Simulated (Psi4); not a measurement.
# CBr2F2 (dibromodifluoromethane) at 3 levels

Aim: a comparison of 3 runs (BHLYP/cc-pVDZ, CAM-B3LYP/cc-pVDZ, M06-2X/cc-pVDZ) of CBr2F2 (dibromodifluoromethane). 

The calculation is run with Psi4 1.11.

**1. The molecule**

The species is CBr2F2 (5 atoms), meant as a singlet with charge 0. As SMILES, `FC(F)(Br)Br`. The C2–Br5 distance was set to 2.513 Å, away from the relaxed value.

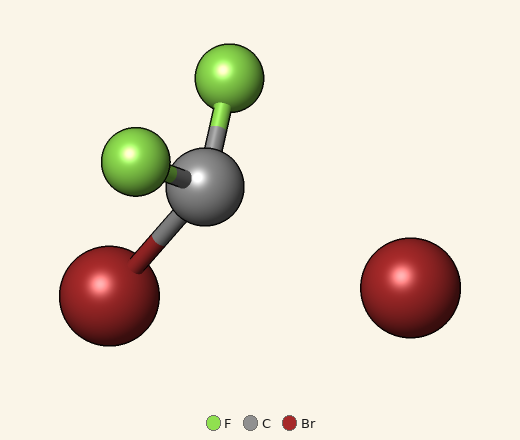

The structure, seen from a chosen angle (fluorine green, carbon grey, bromine red).

**2. Energy and forces at BHLYP/cc-pVDZ (run 1)**

Input file job.dat:

```
memory 1600 MB

molecule m {
  0 1
  F     -1.211965    -0.640661     0.990470
  C     -0.236765    -0.614861     0.095070
  F      0.673235    -1.508661     0.450770
  Br    -0.950865    -1.088461    -1.637930
  Br     0.810000     1.669900     0.077000
  units angstrom
  symmetry c1
}

set {
  basis                cc-pVDZ
  puream               true
  e_convergence        1e-09
  d_convergence        1e-08
  scf_type             pk
  dft_radial_points    99
  dft_spherical_points 590
}

E, wfn = gradient('bhhlyp', return_wfn=True)
print_variables()
```

On the command line:

```sh
$ psi4 -n 1 job.dat job.out
```

job.out:

```text
[...]
  Running in c1 symmetry.
[...]
  Nuclear repulsion =  568.817042035842178
[...]
  Multiplicity = 1
[...]
  Nalpha       = 47
  Nbeta        = 47
[...]
    Number of basis functions: 96
[...]
   @RKS iter   1: -5385.45048090531964   -3.01785e+00   1.01181e-02 DIIS/ADIIS
[...]
   @RKS iter  13: -5385.86943006393813   -2.81943e-11   7.28171e-09 DIIS
[...]
    Orbital Energies [Eh]
    ---------------------
    Doubly Occupied:
       1A   -485.683868     2A   -485.640744     3A    -63.603082
       4A    -63.558068     5A    -57.245211     6A    -57.242046
       7A    -57.241948     8A    -57.200537     9A    -57.197205
      10A    -57.197197    11A    -25.411060    12A    -25.411047
      13A    -10.909991    14A     -9.205177    15A     -9.156561
      16A     -6.954532    17A     -6.941187    18A     -6.940807
      19A     -6.905456    20A     -6.892453    21A     -6.892436
      22A     -2.923981    23A     -2.919563    24A     -2.919201
      25A     -2.907165    26A     -2.907162    27A     -2.874461
      28A     -2.870486    29A     -2.870473    30A     -2.858709
      31A     -2.858709    32A     -1.510647    33A     -1.442798
      34A     -0.959904    35A     -0.852898    36A     -0.813762
[...]
  @RKS Final Energy: -5385.86943006393813
   => Energetics <=
    Nuclear Repulsion Energy =            568.8170420358421779
    One-Electron Energy =               -8626.9351234750647563
    Two-Electron Energy =                2778.8545446043854099
    DFT Exchange-Correlation Energy =    -106.6058932290994932
    Empirical Dispersion Energy =           0.0000000000000000
    VV10 Nonlocal Energy =                  0.0000000000000000
    Total Energy =                      -5385.8694300639372159
[...]
 Multipole Moments:
 ------------------------------------------------------------------------------------
     Multipole            Electronic (a.u.)      Nuclear  (a.u.)        Total (a.u.)
 ------------------------------------------------------------------------------------
 L = 1.  Multiply by 2.5417464519 to convert [e a0] to [Debye]
 Dipole X            :          0.1292290           -0.4862084           -0.3569794
 Dipole Y            :          2.4984870           -3.0817007           -0.5832137
 Dipole Z            :         -3.5669185            3.2580926           -0.3088258
 Magnitude           :                                                    0.7502972
[...]
  -Total Gradient:
     Atom            X                  Y                   Z
    ------   -----------------  -----------------  -----------------
       1       -0.023189095864    -0.014212694263     0.012857699403
       2       -0.002450194387    -0.000186638775    -0.008186427668
       3        0.008238373325    -0.028690827960     0.003861874703
       4       -0.007476579776    -0.011787478601    -0.007174886693
       5        0.024875066875     0.054874543643    -0.001361786549
[...]
```

Run time: 1.9 min. Hardware: 1 thread of Intel Xeon 6975P-C (Granite Rapids), shared host; peak memory 0.9 GiB.

**3. A single-point energy at CAM-B3LYP/cc-pVDZ (run 2)**

Input file cbr2f2.inp:

```
memory 1.6 GB

molecule m {
  0 1
  F     -2.29028192    -1.21067383     1.87171703
  C     -0.44742101    -1.16191889     0.17965626
  F      1.27222977    -2.85095610     0.85183185
  Br    -1.79687443    -2.05689319    -3.09523911
  Br     1.53067816     3.15565366     0.14550891
  units au
  symmetry c1
  no_reorient
  no_com
}

set reference rks
set puream true
set e_convergence 1e-09
set d_convergence 1e-08
set scf_type pk
set dft_radial_points 99
set dft_spherical_points 590

energy_value, wavefunction = energy("cam-b3lyp/cc-pVDZ", return_wfn=True)
oeprop(wavefunction, "MAYER_INDICES", "MULLIKEN_CHARGES", "WIBERG_LOWDIN_INDICES", title="CAM-B3LYP")
```

On the command line:

```sh
$ psi4 -i cbr2f2.inp -o cbr2f2.out -n 1
```

cbr2f2.out (excerpt; [...] marks lines left out):

```text
[...]
  Running in c1 symmetry.
[...]
  Nuclear repulsion =  568.817042321706595
[...]
  Multiplicity = 1
[...]
  Nalpha       = 47
  Nbeta        = 47
[...]
    Number of basis functions: 96
[...]
   @RKS iter   1: -5385.74738906254515   -2.82202e+00   1.03157e-02 DIIS/ADIIS
[...]
   @RKS iter  14: -5386.17567300149858   -4.54747e-12   3.30987e-09 DIIS
[...]
  @RKS Final Energy: -5386.17567300149858
   => Energetics <=
    Nuclear Repulsion Energy =            568.8170423217065945
    One-Electron Energy =               -8626.4294471074426838
    Two-Electron Energy =                2833.9367743184066057
    DFT Exchange-Correlation Energy =    -162.5000425341691823
    Empirical Dispersion Energy =           0.0000000000000000
    VV10 Nonlocal Energy =                  0.0000000000000000
    Total Energy =                      -5386.1756730014985806
[...]
 Multipole Moments:
 ------------------------------------------------------------------------------------
     Multipole            Electronic (a.u.)      Nuclear  (a.u.)        Total (a.u.)
 ------------------------------------------------------------------------------------
 L = 1.  Multiply by 2.5417464519 to convert [e a0] to [Debye]
 Dipole X            :         20.8023839          -21.1638649           -0.3614810
 Dipole Y            :          4.4434582           -5.0695663           -0.6261081
 Dipole Z            :         77.3951140          -77.6506795           -0.2555656
 Magnitude           :                                                    0.7668074
[...]
  Mulliken Charges: (a.u.)
   Center  Symbol    Alpha    Beta     Spin     Total
       1     F     4.53701  4.53701  0.00000 -0.07402
       2     C     2.88103  2.88103  0.00000  0.23794
       3     F     4.53703  4.53703  0.00000 -0.07406
       4    BR    17.46495 17.46495  0.00000  0.07009
       5    BR    17.57998 17.57998  0.00000 -0.15995
   Total alpha = 47.00000, Total beta = 47.00000, Total charge =  0.00000
  Mayer Bond Indices:
[...]
```

Wall time 60 s (1 thread of Intel Xeon 6975P-C (Granite Rapids), shared host); peak memory 0.97 GiB.

**4. Energy and forces at M06-2X/cc-pVDZ (run 3)**

Input file job.dat:

```
memory 1600 mb

molecule {
  F     -1.211965    -0.640661     0.990470
  C     -0.236765    -0.614861     0.095070
  F      0.673235    -1.508661     0.450770
  Br    -0.950865    -1.088461    -1.637930
  Br     0.810000     1.669900     0.077000
  symmetry c1
  no_reorient
  no_com
}

set globals {
  basis                cc-pVDZ
  reference            rks
  puream               true
  e_convergence        1e-09
  d_convergence        1e-08
  scf_type             pk
  dft_radial_points    99
  dft_spherical_points 590
}

result, w = gradient('m06-2x', return_wfn=True)
oeprop(w, 'WIBERG_LOWDIN_INDICES', 'LOWDIN_CHARGES', 'QUADRUPOLE', title='M06-2X')
```

On the command line:

```sh
$ psi4 -n 1 job.dat job.out
```

job.out (excerpt; [...] marks lines left out):

```text
[...]
  Running in c1 symmetry.
[...]
  Nuclear repulsion =  568.817042035842178
[...]
  Multiplicity = 1
[...]
  Nalpha       = 47
  Nbeta        = 47
[...]
    Number of basis functions: 96
[...]
   @RKS iter   1: -5385.59952369134953   -3.04413e+00   9.96078e-03 ADIIS/DIIS
[...]
   @RKS iter  13: -5386.00719173300422   -3.09228e-11   9.99357e-09 DIIS
[...]
  @RKS Final Energy: -5386.00719173300422
   => Energetics <=
    Nuclear Repulsion Energy =            568.8170420358421779
    One-Electron Energy =               -8626.6277289770041534
    Two-Electron Energy =                2770.3674096315507995
    DFT Exchange-Correlation Energy =     -98.5639144233928874
    Empirical Dispersion Energy =           0.0000000000000000
    VV10 Nonlocal Energy =                  0.0000000000000000
    Total Energy =                      -5386.0071917330042197
[...]
  -Total Gradient:
     Atom            X                  Y                   Z
    ------   -----------------  -----------------  -----------------
       1       -0.018592004402    -0.015195794631     0.009399887596
       2       -0.002603256199    -0.002372173816    -0.005204282458
       3        0.003500784097    -0.025376070847     0.003077021498
       4       -0.007349568455    -0.012186934873    -0.006088513542
       5        0.025045870285     0.055081518959    -0.001098014904
[...]
 Multipole Moments:
 ------------------------------------------------------------------------------------
     Multipole            Electronic (a.u.)      Nuclear  (a.u.)        Total (a.u.)
 ------------------------------------------------------------------------------------
 L = 1.  Multiply by 2.5417464519 to convert [e a0] to [Debye]
 Dipole X            :         20.7845390          -21.1638649           -0.3793260
 Dipole Y            :          4.4137252           -5.0695664           -0.6558412
 Dipole Z            :         77.3805971          -77.6506795           -0.2700825
 Magnitude           :                                                    0.8043385
 L = 2.  Multiply by 1.3450342976 to convert [e a0^2] to [Debye ang]
 Quadrupole XX       :       -296.7679468          257.9874198          -38.7805270
 Quadrupole XY       :       -293.2137005          293.8500321            0.6363316
[...]
```

It took 2.1 min on 1 thread of Intel Xeon 6975P-C (Granite Rapids), shared host; peak memory 0.98 GiB.

**5. Overview of the runs**

| run | level | task | energy (Eh) | dipole moment (D) | HOMO energy (eV) | LUMO energy (eV) | wall time |
| --- | --- | --- | --- | --- | --- | --- | --- |
| 1 | BHLYP/cc-pVDZ | gradient | -5385.869430 | 1.91 | -9.39 | -3.26 | 1.9 min |
| 2 | CAM-B3LYP/cc-pVDZ | energy | -5386.175673 | 1.95 | -9.48 | -3.03 | 60 s |
| 3 | M06-2X/cc-pVDZ | gradient | -5386.007192 | 2.04 | -9.43 | -3.39 | 2.1 min |

**6. Outcome**

| quantity | value |
| --- | --- |
| run 3: total energy | -5386.00719 Eh |
| run 3: dipole moment | 2.04 D |
| run 3: HOMO energy | -9.43 eV |
| run 3: LUMO energy | -3.39 eV |
| run 3: HOMO–LUMO gap | 6.04 eV |
| run 3: largest force on an atom | 3.112 eV/Å |

In words: The dipole moment (its size) runs from 1.91 D (BHLYP/cc-pVDZ) to 2.04 D (M06-2X/cc-pVDZ). The HOMO–LUMO gap runs from 6.04 eV (M06-2X/cc-pVDZ) to 6.45 eV (CAM-B3LYP/cc-pVDZ). Totals of different functionals can't be ranked against each other. All runs together took 5.1 min, the longest 2.1 min.
